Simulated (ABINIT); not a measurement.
# InP (F-43m): from Born charge to LO-TO splitting

Wanted: the LO mode of InP (F-43m) from the TO mode and the field response.

Program: ABINIT 10.8.3. Level of theory: DFT LDA, scalar-relativistic, plane waves, HGH norm-conserving pseudopotentials. Results are calculated unless marked as measured.

The database entry behind the starting cell differs from later determinations by our own check (0.1 to 0.3 % short, probably kX units), so it need not match the best structure at ambient conditions.

## Step 1: Set-up

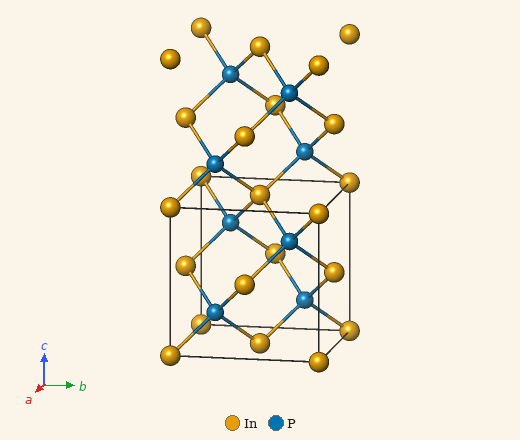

The starting structure, seen slightly off an axis (indium orange, phosphorus blue). 1×1×2 cells are drawn. This picture shows the conventional cell, with its axes. Bonds to atoms that aren't drawn are left out. Some periodic images of atoms are drawn too.

Coordinates:

```cif
data_structure
_symmetry_space_group_name_H-M 'F-43m'
_symmetry_Int_Tables_number 216
_cell_length_a 5.7274
_cell_length_b 5.7274
_cell_length_c 5.7274
_cell_angle_alpha 90.000
_cell_angle_beta 90.000
_cell_angle_gamma 90.000
_cell_volume 187.87
loop_
_atom_site_label
_atom_site_type_symbol
_atom_site_symmetry_multiplicity
_atom_site_Wyckoff_symbol
_atom_site_fract_x
_atom_site_fract_y
_atom_site_fract_z
_atom_site_occupancy
In1 In 4 a 0.00000 0.00000 0.00000 1
P1 P 4 d 0.25000 0.25000 0.75000 1
```

This is the cell after its relaxation at this level of theory, not the database cell from which that began.

## Step 2: What the response run gave

A linear-response run on the relaxed cell, with the response to an electric field; only its zone-centre results are used. Cutoff 24 Ha, k mesh 6×6×6 with shifts.

Numbers of over 12 decimals in the logs are rounded to 6 here.

The log of the run:

```text
[banners, grids, parts of the stress and lines that vanish by symmetry left out]
- input  file    -> dfpt_gamma.abi
- output file    -> dfpt_gamma.abo
- root for input  files -> dfpt_gammai
[...]
DATASET    1 : space group F-4 3 m (#216); Bravais cF (face-center cubic)
[...]
nfft =       46656          nkpt =         432
[...]
DATASET    2 : space group F-4 3 m (#216); Bravais cF (face-center cubic)
[...]
nfft =       46656          nkpt =         432
[...]
DATASET    3 : space group F-4 3 m (#216); Bravais cF (face-center cubic)
[...]
mpw =        1810          nfft =       46656          nkpt =         432
[...]
== DATASET  1 ==================================================================
[...]
cutoff_energies: {ecut:  24.0, pawecutdg:  -1.0, }
[...]
Exchange-correlation functional for the present dataset will be:
  LDA: Perdew-Wang 92 LSD fit to Ceperley-Alder data - ixc=7
[...]
- 15.00000   5.00000     10605                znucl, zion, pspdat
[...]
Perturbation : derivative vs k along direction   1
[...]
-ETOT  1  -8.310077     -8.310E+00 4.611E-01 0.000E+00
 ETOT  2  -8.334380     -2.430E-02 1.039E-02 0.000E+00
 ETOT  3  -8.334610     -2.304E-04 2.491E-04 0.000E+00
 ETOT  4  -8.334616     -5.624E-06 1.027E-05 0.000E+00
 ETOT  5  -8.334616     -1.874E-07 3.225E-07 0.000E+00
[...]
At SCF step   16   max residual=  9.95E-21 < tolwfr=  1.00E-20 =>converged.
[...]
Perturbation : derivative vs k along direction   2
[...]
-ETOT  1  -8.310077     -8.310E+00 4.611E-01 0.000E+00
[...]
At SCF step   16   max residual=  9.95E-21 < tolwfr=  1.00E-20 =>converged.
[...]
Perturbation : derivative vs k along direction   3
[...]
-ETOT  1  -8.310077     -8.310E+00 4.611E-01 0.000E+00
[...]
At SCF step   16   max residual=  9.95E-21 < tolwfr=  1.00E-20 =>converged.
[...]
1        1       3.7118176361    0.0000000000
     1        2      -1.8559088181    0.0000000000
     1        3      -1.8559088181   -0.0000000000
     2        1      -1.8559088181    0.0000000000
     2        2       3.7118176361   -0.0000000000
     2        3       1.8559088181   -0.0000000000
     3        1      -1.8559088181   -0.0000000000
     3        2       1.8559088181   -0.0000000000
     3        3       3.7118176361    0.0000000000
[...]
== DATASET  2 ==================================================================
[...]
cutoff_energies: {ecut:  24.0, pawecutdg:  -1.0, }
[...]
1    1   1    4         2.3543375121         0.0000000000
   2    1   1    4        -0.0000000000         0.0000000000
   3    1   1    4         0.0000000000         0.0000000000
   1    2   1    4        -2.3612832240         0.0000000000
   2    2   1    4         0.0000000000         0.0000000000
[...]
Effective charges, in cartesian coordinates,
[...]
2    4   1    2         0.0000000000         0.0000000000
   3    4   1    2         0.0000000000         0.0000000000
   1    4   2    2        -0.0000000000         0.0000000000
   2    4   2    2        -2.3612832658         0.0000000000
   3    4   2    2         0.0000000000         0.0000000000
   1    4   3    2         0.0000000000         0.0000000000
   2    4   3    2         0.0000000000         0.0000000000
   3    4   3    2        -2.3612832658         0.0000000000
  Phonon wavevector (reduced coordinates) :  0.00000  0.00000  0.00000
 Phonon energies in Hartree :
[...]
Phonon frequencies in cm-1    :
-  7.518963E-01  7.518964E-01  7.518966E-01  3.115327E+02  3.115327E+02
-  3.115327E+02
  Phonon at Gamma, with non-analyticity in the
[...]
Phonon energies in Hartree :
[...]
Phonon frequencies in cm-1    :
-  7.518963E-01  7.518964E-01  7.702937E-01  3.115327E+02  3.115327E+02
-  3.488852E+02
  Phonon at Gamma, with non-analyticity in the
[...]
Phonon energies in Hartree :
[...]
Phonon frequencies in cm-1    :
-  7.518963E-01  7.518966E-01  7.702935E-01  3.115327E+02  3.115327E+02
-  3.488852E+02
  Phonon at Gamma, with non-analyticity in the
[...]
Phonon energies in Hartree :
[...]
Phonon frequencies in cm-1    :
-  7.518964E-01  7.518966E-01  7.702934E-01  3.115327E+02  3.115327E+02
-  3.488852E+02
[...]
== DATASET  3 ==================================================================
[...]
cutoff_energies: {ecut:  24.0, pawecutdg:  -1.0, }
[...]
Exchange-correlation functional for the present dataset will be:
  LDA: Perdew-Wang 92 LSD fit to Ceperley-Alder data - ixc=7
[...]
j1 : displacement of atom   1 along direction   1
[...]
j1 : displacement of atom   2 along direction   1
[...]
j2 : displacement of atom   1 along direction   1
[...]
j2 : displacement of atom   2 along direction   1
[...]
j2 : displacement of atom   1 along direction   1
[...]
j2 : displacement of atom   2 along direction   1
[...]
1          1        0.000000001       -0.000000001       -0.000000001
[...]
1          2       -0.000000000       -0.000000000        0.133392571
[...]
1          3       -0.000000000        0.133392571        0.000000001
[...]
2          1       -0.000000002        0.000000001        0.000000001
[...]
2          2        0.000000000       -0.000000000       -0.133055179
[...]
2          3       -0.000000000       -0.133055180       -0.000000001
[...]
strten2     0.0000000000E+00  0.0000000000E+00  0.0000000000E+00
           strten3     0.0000000000E+00  0.0000000000E+00  0.0000000000E+00
================================================================================
```

| quantity | value |
| --- | --- |
| cell volume Ω (Å³) | 46.968 |
| mass of In (u) | 114.818 |
| mass of P (u) | 30.974 |
| Born charge of In, raw (e) | 2.354 |
| Born charge of P, raw (e) | -2.361 |
| ε∞ | 9.695 |
| ω(TO) after the sum rule (cm⁻¹) | 311.5 |

## Step 3: The calculation

The charges must sum to zero over the cell; taking off their mean, -0.004 e, leaves Z* = 2.358 e on In. In the polar mode In moves against P, so the reduced mass is μ = 114.82 × 30.97 / 145.79 = 24.393 u.

A longitudinal wave builds up a field that adds to the restoring force: ω(LO)² = ω(TO)² + 4π Z*² / (μ Ω ε∞), in Hartree atomic units. With μ = 44466 electron masses and Ω = 316.96 bohr³ the second term is 5.1125e-07 Ha², or 24626 cm⁻² (1 Ha = 219474.6 cm⁻¹).

So ω(LO) = √(97051 + 24626) = 348.8 cm⁻¹, and by the Lyddane-Sachs-Teller relation ε₀ = ε∞ (ω(LO)/ω(TO))² = 12.16.

## Step 4: Check against the program

The analysis program adds the same non-analytic term to the full matrix.

The log of the run:

```text
[banners, grids, parts of the stress and lines that vanish by symmetry left out]
-outvars_anaddb: echo values of input variables ----------------------

 Flags :
[...]
Dielectric Tensor and Effective Charges
[...]
Effective charge tensors after
[...]
1          1        0.000000001       -0.000000001       -0.000000001
[...]
1          2       -0.000000000        0.000000000        0.133223875
[...]
1          3       -0.000000000        0.133223876        0.000000001
[...]
2          1       -0.000000001        0.000000001        0.000000001
[...]
2          2       -0.000000000       -0.000000000       -0.133223875
[...]
2          3       -0.000000000       -0.133223876       -0.000000001
[...]
Phonon wavevector (reduced coordinates) :  0.00000  0.00000  0.00000
 Phonon energies in Hartree :
[...]
Phonon energies in meV     :
-  0.000000E+00  0.000000E+00  0.000000E+00  3.862472E+01  3.862472E+01
-  3.862472E+01
 Phonon frequencies in cm-1    :
-  0.000000E+00  0.000000E+00  0.000000E+00  3.115294E+02  3.115294E+02
-  3.115294E+02
 Phonon frequencies in Thz     :
-  0.000000E+00  0.000000E+00  0.000000E+00  9.339417E+00  9.339417E+00
-  9.339417E+00
 Phonon energies in Kelvin  :
-  0.000000E+00  0.000000E+00  0.000000E+00  4.482213E+02  4.482213E+02
-  4.482213E+02
[...]
-  1  0.00000000E+00  0.00000000E+00  1.93977104E-03
-     0.00000000E+00  0.00000000E+00  0.00000000E+00
-  2  0.00000000E+00  0.00000000E+00  1.93977116E-03
-     0.00000000E+00  0.00000000E+00  0.00000000E+00
[...]
-  1  0.00000000E+00  1.93977104E-03  0.00000000E+00
-     0.00000000E+00  0.00000000E+00  0.00000000E+00
-  2  0.00000000E+00  1.93977116E-03  0.00000000E+00
-     0.00000000E+00  0.00000000E+00  0.00000000E+00
[...]
-  1  1.93977104E-03  0.00000000E+00  0.00000000E+00
-     0.00000000E+00  0.00000000E+00  0.00000000E+00
-  2  1.93977116E-03  0.00000000E+00  0.00000000E+00
-     0.00000000E+00  0.00000000E+00  0.00000000E+00
[...]
-  1  0.00000000E+00 -1.45485733E-07 -1.00748526E-03
-     0.00000000E+00  0.00000000E+00  0.00000000E+00
-  2 -1.09074490E-07  5.39316819E-07  3.73475623E-03
-     0.00000000E+00  0.00000000E+00  0.00000000E+00
[...]
-  1  0.00000000E+00  1.00748526E-03 -1.45485057E-07
-     0.00000000E+00  0.00000000E+00  0.00000000E+00
-  2  0.00000000E+00 -3.73475623E-03  5.39314315E-07
-     0.00000000E+00  0.00000000E+00  0.00000000E+00
[...]
-  1  1.00748527E-03  0.00000000E+00  0.00000000E+00
-     0.00000000E+00  0.00000000E+00  0.00000000E+00
-  2 -3.73475627E-03  0.00000000E+00 -1.09086870E-07
[...]
-  4.324848E+01
 Phonon frequencies in cm-1    :
-  0.000000E+00  0.000000E+00  0.000000E+00  3.115294E+02  3.115294E+02
-  3.488225E+02
 Phonon frequencies in Thz     :
-  0.000000E+00  0.000000E+00  0.000000E+00  9.339417E+00  9.339417E+00
-  1.045744E+01
 Phonon energies in Kelvin  :
-  0.000000E+00  0.000000E+00  0.000000E+00  4.482213E+02  4.482213E+02
-  5.018777E+02
[...]
-  1  0.00000000E+00  0.00000000E+00  1.93977104E-03
[...]
-  2  0.00000000E+00  0.00000000E+00  1.93977116E-03
[...]
Phonon at Gamma, with non-analyticity in the
[...]
Phonon energies in Hartree :
[...]
Phonon energies in meV     :
-  0.000000E+00  0.000000E+00  0.000000E+00  3.862472E+01  3.862472E+01
-  4.324848E+01
 Phonon frequencies in cm-1    :
-  0.000000E+00  0.000000E+00  0.000000E+00  3.115294E+02  3.115294E+02
-  3.488225E+02
 Phonon frequencies in Thz     :
-  0.000000E+00  0.000000E+00  0.000000E+00  9.339417E+00  9.339417E+00
-  1.045744E+01
 Phonon energies in Kelvin  :
-  0.000000E+00  0.000000E+00  0.000000E+00  4.482213E+02  4.482213E+02
-  5.018777E+02
[...]
Phonon at Gamma, with non-analyticity in the
[...]
Phonon energies in Hartree :
[...]
Phonon energies in meV     :
-  0.000000E+00  0.000000E+00  0.000000E+00  3.862472E+01  3.862472E+01
-  4.324848E+01
 Phonon frequencies in cm-1    :
-  0.000000E+00  0.000000E+00  0.000000E+00  3.115294E+02  3.115294E+02
-  3.488225E+02
 Phonon frequencies in Thz     :
-  0.000000E+00  0.000000E+00  0.000000E+00  9.339417E+00  9.339417E+00
-  1.045744E+01
 Phonon energies in Kelvin  :
-  0.000000E+00  0.000000E+00  0.000000E+00  4.482213E+02  4.482213E+02
-  5.018777E+02
[...]
-  1  0.00000000E+00 -1.93977103E-03 -2.28535692E-07
[...]
-  2  0.00000000E+00 -1.93977114E-03 -2.28527717E-07
[...]
-  1  1.93977105E-03  0.00000000E+00  0.00000000E+00
[...]
-  2  1.93977116E-03  0.00000000E+00  0.00000000E+00
[...]
-  1  1.41081564E-04  6.31303417E-04 -7.72384982E-04
[...]
-  2 -5.22990530E-04 -2.34024701E-03  2.86323754E-03
[...]
-  1  8.10419875E-04 -5.27390156E-04 -2.83029719E-04
[...]
-  2 -3.00423321E-03  1.95503969E-03  1.04919352E-03
[...]
-        -0.000000000       0.000000000      -0.000000000
-        -0.000000000      -0.000000000       0.000000000
[...]
-         0.000000000      -0.008623032       0.007047974
-        -0.008623032      -0.000000000       0.001575058
-         0.007047974       0.001575058       0.000000000
[...]
-         0.000000000      -0.003159790      -0.005887870
-        -0.003159790       0.000000000       0.009047659
-        -0.005887870       0.009047659       0.000000000
[...]
Direction                     Dielectric constant
[...]
0.00000   0.00000   1.00000     12.15548869
   1.00000   1.00000   1.00000     12.15548869
-
```

```csv
quantity,by hand,program
ω(LO) (cm⁻¹),348.8,348.8
ε₀,12.16,12.16
```

## Step 5: Summary of results

- TO mode: 311.5 cm⁻¹
- LO mode: 348.8 cm⁻¹
- static dielectric constant: 12.16

The LO mode of InP (F-43m) lies at 349 cm⁻¹, 37 cm⁻¹ above the TO mode; the formula meets the program within 0.1 cm⁻¹, as it must for a cubic crystal with one polar mode. ω(LO)² − ω(TO)² goes with Z*²/ε∞: an error of 5 % in ε∞ would move the LO mode by 1.7 cm⁻¹, and semilocal functionals tend to overestimate ε∞. These are harmonic values at zero temperature, at the volume of this functional, for the structure held cubic; stability elsewhere in the zone is no part of this calculation.

[Host names and launcher messages were left out of these logs when they were recorded.]

[Logs are printed without paths, hosts, clocks, repeated set-up lines and the standing remarks that a program may print on its own settings, such as how far it seeks lower states.]

[Hosts, paths, dates, database ids (printed as entryN), source tags and the programs' standing remarks are cut or masked in the printed files.]
